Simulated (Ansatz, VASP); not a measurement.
**AlN in two plane-wave programs**

One calculation is typed for both programs; each brings its own data sets. How far apart do they land? The cell is taken from a series of VASP runs on this material, whose earlier steps may have relaxed, scaled or displaced it; both programs get it as it stands. Valence electrons are named where the data sets of a main pair hold unlike numbers.

Calculated with Ansatz 0.2.0; plane waves, with VASP 6.6.1 beside it; band structure at PBE, dielectric response at PBE and single point at PBE.

## (1) Starting point

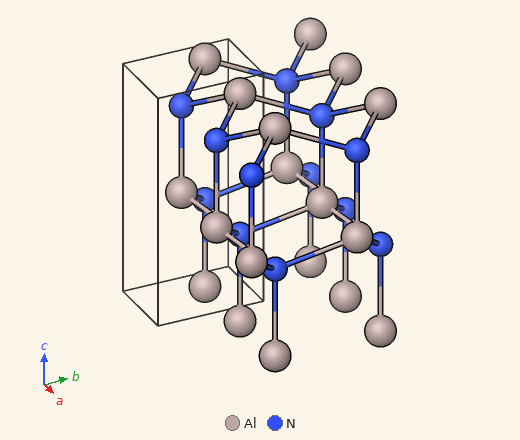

Start, viewed slightly off an axis; aluminium light grey, nitrogen blue. 3×2×1 cells are drawn. Some periodic images of atoms are drawn too.

## (2) Ansatz: band structure, PBE

Ansatz runs on its default PAW (the set named soft_2) files.

The same path points are solved in both programs, so levels can be compared one by one.

Input file input.yaml:

```yaml
crystal:
  lattice:
    - [3.1279388183, 0.0, 0.0]
    - [-1.5639694091, 2.7088744781, 0.0]
    - [0.0, 0.0, 5.0184391277]
  atoms:
    - { symbol: Al, position: [0.3333333333, 0.6666666667, 0.9993397674] }
    - { symbol: Al, position: [0.6666666667, 0.3333333333, 0.4993397674] }
    - { symbol: "N", position: [0.3333333333, 0.6666666667, 0.3806602326] }
    - { symbol: "N", position: [0.6666666667, 0.3333333333, 0.8806602326] }
hamiltonian:
  xc: pbe
  pseudopotentials: { kind: paw }
kpoints:
  mp_grid: { grid: [8, 8, 5] }
  band_path:
    path:
      - [0.0, 0.0, 0.0]
      - [0.13333, 0.0, 0.0]
      - [0.3, 0.0, 0.0]
      - [0.46667, 0.0, 0.0]
      - [0.46667, 0.06667, 0.0]
      - [0.41111, 0.17778, 0.0]
      - [0.35556, 0.28889, 0.0]
      - [0.28889, 0.28889, 0.0]
      - [0.17778, 0.17778, 0.0]
      - [0.06667, 0.06667, 0.0]
      - [0.0, 0.0, 0.03333]
      - [0.0, 0.0, 0.2]
      - [0.0, 0.0, 0.36667]
      - [0.0, 0.0, 0.5]
      - [0.16667, 0.0, 0.5]
      - [0.3, 0.0, 0.5]
      - [0.46667, 0.0, 0.5]
      - [0.46667, 0.06667, 0.5]
      - [0.41111, 0.17778, 0.5]
      - [0.35556, 0.28889, 0.5]
      - [0.28889, 0.28889, 0.5]
      - [0.17778, 0.17778, 0.5]
      - [0.06667, 0.06667, 0.5]
      - [0.5, 0.0, 0.46667]
      - [0.5, 0.0, 0.3]
      - [0.5, 0.0, 0.13333]
      - [0.33333, 0.33333, 0.0]
      - [0.33333, 0.33333, 0.16667]
      - [0.33333, 0.33333, 0.33333]
      - [0.33333, 0.33333, 0.5]
    npoints: 1
scf:
  occupations: { method: gaussian, width: 0.05 }
  n_extra_bands: 8
output:
  forces: true
  stress: true
  eigenvalues: true
  write_density: true
  write_potential: true
  elf: true
  volumetric_format: npy
```

Command:

```sh
$ ansatz run input.yaml --threads 2 --pin off --max-ram 4608MiB --backend cpu --events-out ev --progress --plain --runs-dir out
```

Numbers of over 12 decimals in the logs are rounded to 6 here.

Log:

```text
scf.n_extra_bands = 8 over 8 filled bands (N_el = 16.0): the run solves 16 bands
Engine: ansatz 0.2.0, aarch64-unknown-linux-gnu
Pseudopotentials: kind: paw
Pseudopotential: Al, paw, valence charge 3, recommended cutoff 420 eV (normal), Al.paw.azcp
Pseudopotential: N, paw, valence charge 5, recommended cutoff 420 eV (normal), N.paw.azcp
Functional definition: PBE
  parameter kappa = 0.804
  parameter beta = 0.066725
  exchange = pbe_x(kappa = kappa, mu = beta*pi^2/3)
  correlation = pbe_c(beta = beta)
Crystal: 4 atoms, lattice volume = 42.522 Å³
Basis set: ecut = 420 eV, 833 PW (Γ), exchange–correlation on 48×48×72 points (8 copies of the dense FFT grid, shifted against one another)
Bands: 16, of which v1, the nominal top of the filled ones, is band 8 counted from 1 (7 counted from 0)
Symmetry: 12 space group operations
Space group: P63mc (ITA 186), of the structure as read, at distance tolerance 3.5e-5 Å
k-points: 30 of 320 (time reversal used)
Non-local potential: Al, projectors of the file, l = 0: 2, l = 1: 2, l = 2: 1
Non-local potential: N, projectors of the file, l = 0: 2, l = 1: 2, l = 2: 1
PAW form: soft (Blöchl's): semilocal exchange-correlation on the pseudo side does not see the compensation charge
PAW one-centre angular grid: Al, 110 points (default); XC on 64 Gauss nodes
PAW one-centre angular grid: N, 110 points (default); XC on 64 Gauss nodes
Initial density: superposition of atomic densities (neutral atoms: chi_scale 0, normalization atom), corrected by the library's trained network
Initial wavefunctions: pseudopotential atomic-orbital guess
Functional: x = pbe(κ = 0.804, μ = 0.219515), c = pbe(β = 0.066725)
SCF iter   1: F=—  HF=-1848.507725 eV  |F-HF|=—  |Δ(HF+E_count)|=         —  Δρ=8.14e-4  dr2=1.35e-4  ethr=1.77e-3  ⟨swp⟩=5.4  Hψ=2752  notcnv=0  defer=9
preconditioner: auto → none  [insulator: Δε(μ)=4.047 eV  Ē_g=15.212 eV  σ=0.050 eV  W_gap=1.00  n_scr=2 (ndim 8)  ℏωp=22.8 eV  f_vac=0.000  D(μ)=0.00/eV (n_scr^D=0)  ε∞_Penn≈3.2]
SCF iter   2: F=—  HF=-1848.508050 eV  |F-HF|=—  |Δ(HF+E_count)|=   3.25e-4  Δρ=4.02e-4  dr2=2.48e-5  ethr=8.44e-7  ⟨swp⟩=2.3  Hψ=903  notcnv=0  defer=28
SCF iter   3: F=—  HF=-1848.507892 eV  |F-HF|=—  |Δ(HF+E_count)|=   1.57e-4  Δρ=4.87e-5  dr2=3.67e-7  ethr=1.55e-7  ⟨swp⟩=2.0  Hψ=621  notcnv=0  defer=28
iter 4 did not close the SCF: its close was put off for the readings that it lacked (scf_convergence_deferred on its scf_iter line)
SCF iter   4: F=-1848.507893 eV  HF=-1848.507893 eV  |F-HF|=1.40e-8  |Δ(HF+E_count)|=   7.72e-7  Δρ=1.06e-5  dr2=2.19e-8  ethr=2.30e-9  ⟨swp⟩=2.7  Hψ=660  notcnv=0  defer=28
iter 5 did not close the SCF: its close was put off for the readings that it lacked (scf_convergence_deferred on its scf_iter line)
SCF iter   5: F=-1848.507893 eV  HF=-1848.507893 eV  |F-HF|=6.64e-11  |Δ(HF+E_count)|=   1.61e-8  Δρ=2.07e-6  dr2=6.87e-10  ethr=1.37e-10  ⟨swp⟩=2.9  Hψ=676  notcnv=0  defer=28
SCF iter   6: F=-1848.507893 eV  HF=-1848.507893 eV  |F-HF|=2.27e-12  |Δ(HF+E_count)|=  1.09e-10  Δρ=2.76e-7  dr2=1.23e-11  ethr=4.29e-12  ⟨swp⟩=7.5  Hψ=2705  notcnv=0
SCF 1 converged in 6 iterations: F = -1848.507893 eV  dr2 = 1.23e-11
  greatest PAW one-centre occupation: 0.787 electrons in one spin orbital (limit 2), on the N atom at site 3 (counted from 0), in its partial waves of l = 0
NSCF: frozen V_eff on 30 k-points
SCF converged after 6 iterations
Free energy (F): -1848.507893 eV
Harris-Foulkes:  -1848.507893 eV  (|F-HF|=2.27e-12)
Internal energy: -1848.507893 eV  (E = F + TS)
E sigma→0 (E₀):  -1848.507893 eV
Fermi energy:    8.977092 eV
--- Per-component energies (eV) ---
  E_band       = 28.039163
  E_kinetic    = 317.440522
  E_local      = -451.351465  (includes V_loc(G=0)·N_el)
  E_nonlocal   = 110.532587
  E_hartree    = 156.565086
  E_xc         = -203.284720
  E_vxc        = -215.424721  (∫ρ·V_xc dr)
  E_paw        = -1190.087114  (= ΣΔE_a)
  E_vpaw       = -46.288156  (= ΣTr[D̂ρ^β])
  E_aug_tail   = 0.000195  (compensation charges beyond the density's cutoff)
  E_ewald      = -588.322986
  E_smearing   = -0.000000  (= −TS)
  E_closure    = 0.000000  (closes the sum)
  Σ components = -1848.507893   (vs F -1848.507893, Δ=0.00e0)
--- Forces (eV/Å), atoms counted from 1 ---
  atom   1  Al     0.00000000     0.00000000    -0.00501717
  atom   2  Al     0.00000000    -0.00000000    -0.00501717
  atom   3  N     -0.00000000    -0.00000000     0.00500445
  atom   4  N      0.00000000     0.00000000     0.00500445
  max |Σ_I F_I| component: 2.55e-5 eV/Å
--- Stress (GPa, compression-positive) ---
        0.351130       0.000000       0.000000
        0.000000       0.351130      -0.000000
        0.000000       0.000000       0.148838
  P = ⅓ Tr σ = 0.2837 GPa (2.837 kbar)
--- Band table (eV; the first three rows and the last of 30) ---
  k-point 0: bands = [... 4 lower, 6.1195, 6.7570, 6.7570, 6.9517, 11.0025, 13.4900, 17.4150, 18.0111, ... 4 higher]
  k-point 1: bands = [... 4 lower, 6.1769, 6.1769, 6.6930, 6.6930, 11.6839, 13.5754, 17.1801, 17.9779, ... 4 higher]
  k-point 2: bands = [... 4 lower, 6.3316, 6.3316, 6.5285, 6.5285, 12.8307, 13.5410, 16.9577, 17.5664, ... 4 higher]
  k-point 29: bands = [... 4 lower, 3.2662, 3.8501, 5.8868, 6.1354, 13.3735, 14.1684, 15.2081, 15.4954, ... 4 higher]
```

Elapsed: 1.8 s, on 2 threads of Arm Neoverse V1, shared host; peak memory 0.28 GiB; 3.4 s of CPU time.

## (3) VASP: band structure, PBE

The same cell, functional, mesh and smearing now go to VASP, with its own data sets.

Lines of VASP's logs that name or quote its potential files are left out, and so is its time.

Input file INCAR:

```
SYSTEM = AlN
PREC = Accurate
ENCUT = 520
EDIFF = 1E-06
NELM = 100
ISMEAR = 0
SIGMA = 0.05
LREAL = .FALSE.
ALGO = Normal
GGA = PE
NBANDS = 22
LORBIT = 11
LWAVE = .FALSE.
LCHARG = .FALSE.
KPAR = 4
```

Input file POSCAR:

```
AlN
1.0
    3.1279388183      0.0000000000      0.0000000000
   -1.5639694091      2.7088744781      0.0000000000
    0.0000000000      0.0000000000      5.0184391277
Al N
2 2
Direct
    0.3333333333      0.6666666667      0.9993397674
    0.6666666667      0.3333333333      0.4993397674
    0.3333333333      0.6666666667      0.3806602326
    0.6666666667      0.3333333333      0.8806602326
```

Input file KPOINTS:

```
Automatic mesh
0
Gamma
8 8 5
0 0 0
```

Input file KPOINTS_OPT:

```
Line mode
16
Line-mode
Reciprocal
  0.00000000   0.00000000   0.00000000 GAMMA
  0.50000000   0.00000000   0.00000000 M

  0.50000000   0.00000000   0.00000000 M
  0.33333333   0.33333333   0.00000000 K

  0.33333333   0.33333333   0.00000000 K
  0.00000000   0.00000000   0.00000000 GAMMA

  0.00000000   0.00000000   0.00000000 GAMMA
  0.00000000   0.00000000   0.50000000 A

  0.00000000   0.00000000   0.50000000 A
  0.50000000   0.00000000   0.50000000 L

  0.50000000   0.00000000   0.50000000 L
  0.33333333   0.33333333   0.50000000 H

  0.33333333   0.33333333   0.50000000 H
  0.00000000   0.00000000   0.50000000 A

  0.50000000   0.00000000   0.50000000 L
  0.50000000   0.00000000   0.00000000 M

  0.33333333   0.33333333   0.00000000 K
  0.33333333   0.33333333   0.50000000 H
```

The projector-augmented-wave data sets are Al and N (PBE family, release 64).

Command:

```sh
$ mpirun -np 4 vasp_std
```

Log:

```text
[banner, memory and clock lines left out]
running    4 mpi-ranks, on    1 nodes
 distrk:  each k-point on    1 cores,    4 groups
 distr:  one band on    1 cores,    1 groups

 POSCAR found type information on POSCAR AlN
 POSCAR found :  2 types and       4 ions
 LDA part: xc-table for (Slater+PW92), standard interpolation
 POSCAR, INCAR and KPOINTS ok, starting setup
 FFT: planning ... GRIDC
 FFT: planning ... GRID_SOFT
 FFT: planning ... GRID
 WAVECAR not read
 entering main loop
       N       E                     dE             d eps       ncg     rms          rms(c)
DAV:   1     0.370095423101E+02    0.37010E+02   -0.68850E+03  1320   0.649E+02
DAV:   2    -0.314290246887E+02   -0.68439E+02   -0.64255E+02  1644   0.158E+02
DAV:   3    -0.344433384858E+02   -0.30143E+01   -0.29955E+01  1652   0.308E+01
DAV:   4    -0.344618271857E+02   -0.18489E-01   -0.18487E-01  1530   0.265E+00
DAV:   5    -0.344620869284E+02   -0.25974E-03   -0.25974E-03  1632   0.317E-01    0.121E+01
DAV:   6    -0.297650001250E+02    0.46971E+01   -0.71232E+00  1594   0.172E+01    0.396E+00
DAV:   7    -0.297925418585E+02   -0.27542E-01   -0.64756E-01  1566   0.451E+00    0.297E+00
DAV:   8    -0.297865468875E+02    0.59950E-02   -0.60162E-02  1434   0.179E+00    0.837E-01
DAV:   9    -0.297800076678E+02    0.65392E-02   -0.83430E-03  1578   0.633E-01    0.292E-01
DAV:  10    -0.297804924422E+02   -0.48477E-03   -0.23151E-03  1524   0.251E-01    0.130E-01
DAV:  11    -0.297804391399E+02    0.53302E-04   -0.10866E-04  1584   0.738E-02    0.339E-02
DAV:  12    -0.297804424091E+02   -0.32693E-05   -0.98539E-06  1514   0.189E-02    0.745E-03
DAV:  13    -0.297804419583E+02    0.45089E-06   -0.27835E-06  1582   0.110E-02
   1 F= -.29780442E+02 E0= -.29780442E+02  d E =-.293446E-21
 Start KPOINTS_OPT (optional k-point list driver)
k-point batch [1-30\144]
       N       E                     dE             ncg
DAV:   1     0.230400315387E+04   -0.11073E+05     1320
DAV:   2     0.453078810279E+03   -0.18509E+04     1704
DAV:   3     0.370331231197E+03   -0.82748E+02     1628
DAV:   4     0.369787188392E+03   -0.54404E+00     1542
DAV:   5     0.369778954075E+03   -0.82343E-02     1620
DAV:   6     0.369778777434E+03   -0.17664E-03     1518
DAV:   7     0.369778773255E+03   -0.41797E-05     1550
DAV:   8     0.369778773072E+03   -0.18261E-06     1134
[...]
k-point batch [121-144\144]
       N       E                     dE             ncg
DAV:   1     0.565062752037E+04   -0.14850E+05     1056
DAV:   2     0.431949130814E+04   -0.13311E+04     1364
DAV:   3     0.426655410615E+04   -0.52937E+02     1338
DAV:   4     0.426619321791E+04   -0.36089E+00     1236
DAV:   5     0.426618737298E+04   -0.58449E-02     1304
DAV:   6     0.426618724833E+04   -0.12465E-03     1230
DAV:   7     0.426618724551E+04   -0.28240E-05     1202
DAV:   8     0.426618724533E+04   -0.17455E-06      876
```

From OUTCAR (step 3):

```text
ion  position               nearest neighbor table
   1  0.333  0.667  0.999-   4 1.90   4 1.90   4 1.90   3 1.91   2 3.09   2 3.09   2 3.09   2 3.09
                             2 3.09   2 3.09
   2  0.667  0.333  0.499-   3 1.90   3 1.90   3 1.90   4 1.91   1 3.09   1 3.09   1 3.09   1 3.09
                             1 3.09   1 3.09
   3  0.333  0.667  0.381-   2 1.90   2 1.90   2 1.90   1 1.91
   4  0.667  0.333  0.881-   1 1.90   1 1.90   1 1.90   2 1.91

  LATTYP: Found a hexagonal cell.
 ALAT       =     3.1279388183
 C/A-ratio  =     1.6043917158

 Subroutine GETGRP returns: Found 12 space group operations
 (whereof  6 operations were pure point group operations)

The static configuration has the point symmetry C_3v.
 The point group associated with its full space group is C_6v.

 Found     30 irreducible k-points:

   k-points           NKPTS =     30   k-points in BZ     NKDIM =     30   number of bands    NBANDS=     22

   dimension x,y,z NGX =    24 NGY =   24 NGZ =   40
   dimension x,y,z NGXF=    48 NGYF=   48 NGZF=   80

   ENCUT  =  520.0 eV  38.22 Ry    6.18 a.u.   5.82  5.82  9.33*2*pi/ulx,y,z

   NELECT =      16.0000    total number of electrons

 k-points in reciprocal lattice and weights: Automatic mesh
   0.00000000  0.00000000  0.00000000       0.003
   0.12500000  0.00000000  0.00000000       0.019
   0.25000000  0.00000000  0.00000000       0.019
   0.37500000  0.00000000  0.00000000       0.019
   0.50000000  0.00000000  0.00000000       0.009
   0.12500000  0.12500000  0.00000000       0.019
   0.25000000  0.12500000  0.00000000       0.038
   0.37500000  0.12500000  0.00000000       0.038
   0.25000000  0.25000000  0.00000000       0.019
[...]
0.25000000  0.25000000  0.40000000       0.038
   0.37500000  0.25000000  0.40000000       0.038

 average (electrostatic) potential at core
       1 -71.9091       2 -71.9091       3 -60.1348       4 -60.1348

 E-fermi :   6.2884

 k-point     1 :       0.0000    0.0000    0.0000
  band No.  band energies     occupation
    ...
      4       5.1361      2.00000
      5       5.1361      2.00000
      6       5.7767      2.00000
      7       5.7767      2.00000
      8       5.9712      2.00000
      9      10.0316      0.00000
     10      12.5047      0.00000
     11      16.4380      0.00000
     12      17.0218      0.00000
     13      17.0218      0.00000
    ...

 k-point     2 :       0.1250    0.0000    0.0000
  band No.  band energies     occupation
    ...
      4       4.2742      2.00000
      5       4.8975      2.00000
      6       4.9511      2.00000
      7       5.7369      2.00000
      8       5.8816      2.00000
      9      10.8674      0.00000
     10      13.2385      0.00000
     11      15.6485      0.00000
     12      15.9600      0.00000
     13      17.5713      0.00000
    ...

 k-point     3 :       0.2500    0.0000    0.0000
  band No.  band energies     occupation
    ...
      4       2.5702      2.00000
      5       3.5338      2.00000
      6       4.4393      2.00000
      7       5.5415      2.00000
      8       5.5708      2.00000
      9      12.0425      0.00000
     10      13.4903      0.00000
     11      13.9782      0.00000
     12      15.8705      0.00000
     13      17.4674      0.00000
    ...

  Total        0.0175022      0.0175022     -0.0194474      0.0000000      0.0000000      0.0000000
  in kB        0.6594568      0.6594568     -0.7327523      0.0000000      0.0000000      0.0000000
  external PRESSURE =       0.1953871 kB  Pullay stress =       0.0000000 kB

  energy-cutoff  :      520.00
  volume of cell :       42.52
      direct lattice vectors                 reciprocal lattice vectors
     3.127938818  0.000000000  0.000000000     0.319699348  0.184578504  0.000000000
    -1.563969409  2.708874478  0.000000000     0.000000000  0.369157009  0.000000000
     0.000000000  0.000000000  5.018439128     0.000000000  0.000000000  0.199265145

 POSITION                                       TOTAL-FORCE (eV/Angst)
 -----------------------------------------------------------------------------------
     -0.00000      1.80592      5.01513         0.000000      0.000000     -0.004416
      1.56397      0.90296      2.50591        -0.000000      0.000000     -0.004416
     -0.00000      1.80592      1.91032         0.000000     -0.000000      0.004416
      1.56397      0.90296      4.41954        -0.000000      0.000000      0.004416
 -----------------------------------------------------------------------------------
    total drift:                               -0.000000     -0.000000      0.000625

  FREE ENERGIE OF THE ION-ELECTRON SYSTEM (eV)
  ---------------------------------------------------
  free  energy   TOTEN  =       -29.7804419583 eV

  energy  without entropy=      -29.7804419583  energy(sigma->0) =      -29.78044196

 total charge
# of ion       s       p       d       tot
------------------------------------------
    1        0.366   0.431   0.000   0.797
    2        0.366   0.431   0.000   0.797
    3        1.222   2.627   0.000   3.849
    4        1.222   2.627   0.000   3.849
--------------------------------------------------
tot          3.175   6.116   0.000   9.292

[... 3 further parts left out ...]
```

The run ends at a pressure of 0.02 GPa, with forces up to 0.0044 eV/Å.

## (4) Side by side

Known differences besides the potentials themselves: the cutoff is 420 eV in Ansatz and 520 eV in VASP; VASP leaves aspherical gradient terms in its spheres out (LASPH is not set), Ansatz keeps them. Total energies have different zeros and are not compared.

The two programs side by side:

```csv
quantity,Ansatz,VASP,difference
pressure (GPa),0.28,0.02,+0.26
pressure without Ansatz's Pulay correction (GPa),-0.21,0.02,-0.23
gap over the path points (eV),4.051,4.060,-0.009
```

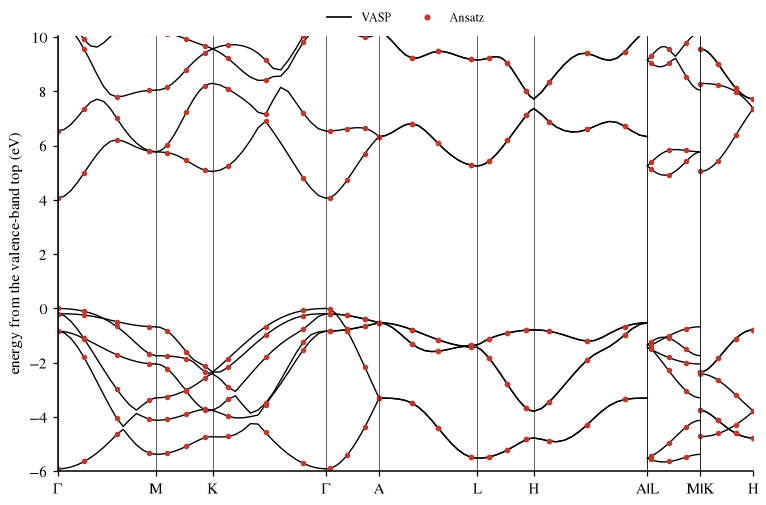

Bands from VASP (lines) and levels from Ansatz (dots). Dots without a line are higher empty bands that the VASP plot leaves out.

Levels at points of the path, from each program's valence-band top (eV; 4 filled, then empty):

```
k (reciprocal lattice)                                  Ansatz                                    VASP
     0.000 0.000 0.000  -0.83 -0.20 -0.20 0.00 4.05 6.54 10.46  -0.83 -0.19 -0.19 0.00 4.06 6.53 10.47
     0.133 0.000 0.000  -1.11 -1.10 -0.24 -0.10 4.98 7.35 9.56  -1.11 -1.10 -0.24 -0.10 4.99 7.34 9.57
     0.300 0.000 0.000  -2.97 -1.70 -0.66 -0.48 6.22 7.01 7.79  -2.97 -1.70 -0.66 -0.48 6.21 7.01 7.79
     0.467 0.000 0.000  -3.36 -2.03 -1.67 -0.67 5.79 5.81 8.03  -3.37 -2.04 -1.67 -0.67 5.79 5.81 8.03
     0.467 0.067 0.000  -3.24 -2.22 -1.75 -0.83 5.74 6.04 8.16  -3.25 -2.23 -1.75 -0.84 5.74 6.03 8.16
     0.411 0.178 0.000  -3.04 -3.00 -1.85 -1.59 5.46 7.22 8.79  -3.05 -3.00 -1.85 -1.59 5.46 7.22 8.80
     0.356 0.289 0.000  -3.71 -2.56 -2.33 -2.13 5.10 8.20 9.41  -3.72 -2.56 -2.33 -2.14 5.09 8.21 9.42
     0.289 0.289 0.000  -3.35 -2.89 -2.17 -1.85 5.24 8.08 9.21  -3.35 -2.90 -2.17 -1.86 5.24 8.09 9.22
     0.178 0.178 0.000  -3.48 -1.81 -0.98 -0.67 6.89 7.15 8.41  -3.49 -1.81 -0.98 -0.67 6.89 7.15 8.41
     0.067 0.067 0.000  -1.23 -0.76 -0.26 -0.07 4.79 7.20 9.81  -1.23 -0.76 -0.27 -0.07 4.80 7.19 9.81
```

Among the levels compared at these points, filled levels agree within 9 meV and empty ones within 11 meV. Ansatz's pressure holds a Pulay correction of 0.49 GPa; VASP's holds none.

(Continued in part 2 of 2.)

[Lines on the potential files, build, host, timing and source positions are cut from VASP's logs without a mark.]

[Logs are printed without paths, hosts, clocks, repeated set-up lines and the standing remarks that a program may print on its own settings, such as how far it seeks lower states.]

[Hosts, paths, dates, database ids (printed as entryN), source tags and the programs' standing remarks are cut or masked in the printed files.]
